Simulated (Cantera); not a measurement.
A closed system holds: 1 mol C, 0.66 mol H2, at 1100 Pa.

Method: chemical equilibrium by Gibbs-energy minimisation in Cantera with the NASA 1993 tables (ideal gas, pure condensed phases). Candidate condensed phases: C, C6H6, C7H8, C8H18; 76 gas species. The numbers say what is thermodynamically allowed, not how fast it happens.

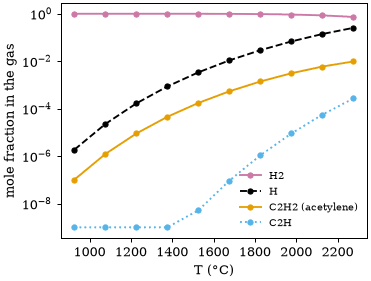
Equilibrium gas composition (values under 1e-9 drawn at 1e-9)

From 927 °C to 2277 °C the condensed part is C(graphite). The main C-bearing gas is CH4 at 927 °C and C2H2 (acetylene) at 2277 °C.
